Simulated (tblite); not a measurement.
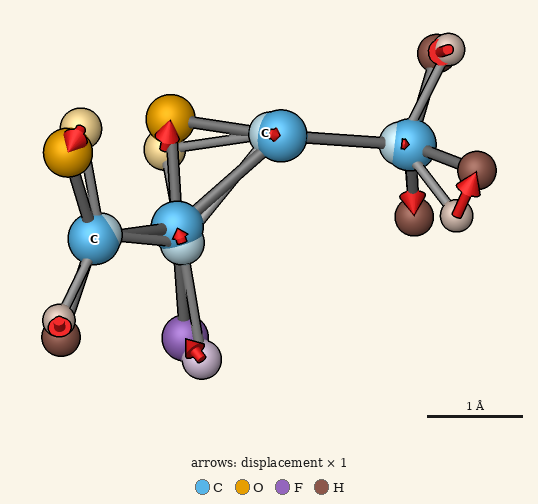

This is a relaxation of C4H4FO2 (multiplicity 2). The starting structure is drawn faded, the final one solid; red arrows show the displacements, at their true length. The two geometries are superimposed by the best rigid fit.

The picture is a ball-and-stick view, seen at a tilt.

These are results of tblite, GFN2-xTB geometry optimisation, gas phase, not measurements. 

Which element moves most?

Hydrogen: up to 0.73 Å, against 0.38 Å for oxygen.

What happened in the run?

The energy falls by 8.67 kcal/mol in 85 geometry steps. The atom that moves furthest after the best rigid fit is an H atom (0.73 Å). Largest moves by element: H 0.73 Å, O 0.38 Å, F 0.31 Å, C 0.18 Å. Among the contacts that change: C–H 1.137 → 1.088 Å, C–O 1.238 → 1.195 Å, C–O 1.401 → 1.368 Å, C–H 1.124 → 1.096 Å. Among the angles between lasting bonds that change: C–C–C 113.3° → 124.1°, C–C–H 121.2° → 112.0°, C–C–C 124.5° → 132.9°. Groups turn about C–C by about 50°.
